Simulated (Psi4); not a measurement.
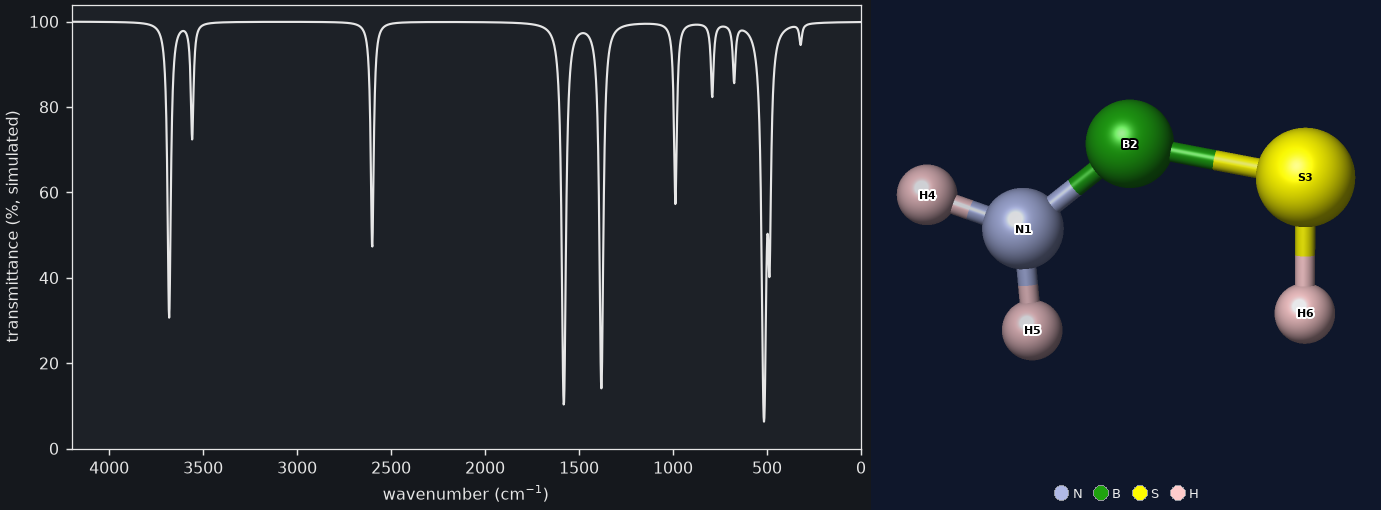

Infrared spectrum of BNH₃S, SMILES N[B]S, doublet. Unscaled harmonic wavenumbers and double-harmonic intensities, CAM-B3LYP/def2-SVP (dispersion D3(BJ)) with Psi4 1.11, at a geometry relaxed at this level, isolated molecule. Lorentzian lines of 16 cm⁻¹ full width. Close modes add up in the curve.

> Which is the highest mode?

3680.6 cm⁻¹ (64.9 km/mol).

> List the modes.

| cm⁻¹ | km/mol |
| --- | --- |
| 293.4 | 0.0 |
| 320.7 | 2.7 |
| 486.6 | 39.4 |
| 515.6 | 149.1 |
| 674.5 | 8.0 |
| 791.1 | 10.4 |
| 986.8 | 30.7 |
| 1380.9 | 107.4 |
| 1580.8 | 125.4 |
| 2600.2 | 41.4 |
| 3558.1 | 17.5 |
| 3680.6 | 64.9 |

Caveats: double-zeta basis.
